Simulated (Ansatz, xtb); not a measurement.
**Loss of H2: C2H6Si → C2H4Si + H2**

Species: C2H6Si (vinylsilane) `C=C[SiH3]`, singlet; C2H4Si (ethynylsilane) `C#C[SiH3]`, singlet; H2 (hydrogen), singlet. 

Shapes, held fixed at every level: PBE0-D4/def2-TZVP. Programs: Ansatz 0.2.0, xtb 6.7.1. The zero-point and thermal change to 298 K, harmonic and unscaled (PBE0-D4/def2-TZVP), is -26.8 kJ/mol.

| level | kind | ΔH(298 K) (kJ/mol) | less CCSD(T)/CBS estimate |
| --- | --- | --- | --- |
| GFN2-xTB | semi-empirical | +160.9 | +18.3 |
| HF/def2-SVP | Hartree–Fock | +159.4 | +16.8 |
| SPW92/def2-TZVPP | LDA | +190.1 | +47.5 |
| PBE-D4/def2-TZVPP | GGA | +158.7 | +16.1 |
| B3LYP-D4/def2-TZVPP | global hybrid | +148.1 | +5.5 |
| r2SCAN0-D4/def2-TZVPP | global hybrid | +166.2 | +23.6 |
| MP2/def2-TZVPP | perturbation theory | +133.5 | -9.1 |
| CCSD(T)/CBS estimate | coupled cluster or CI | +142.6 | 0.0 |

The highest level, CCSD(T)/CBS estimate, gives ΔH(298 K) = +142.6 kJ/mol; the levels span +133.5 to +190.1. The column of differences is taken from that level and isn't an error. No measured value is set beside it here. The CBS estimate extrapolates MP2 from def2-TZVPP and def2-QZVPP and adds CCSD(T) − MP2 in the triple-zeta set, cores frozen; for H2 it overshoots the exact energy by about 1 mEh.

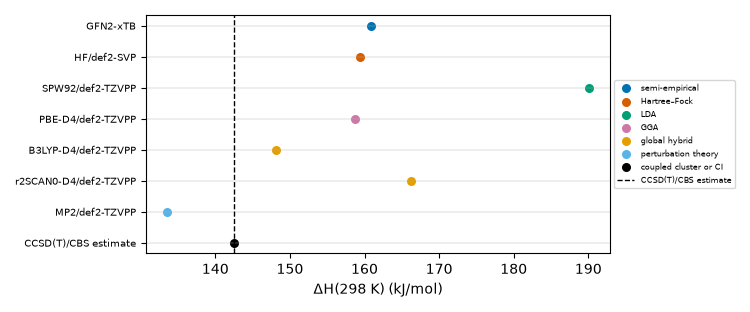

The values of the table, level by level.
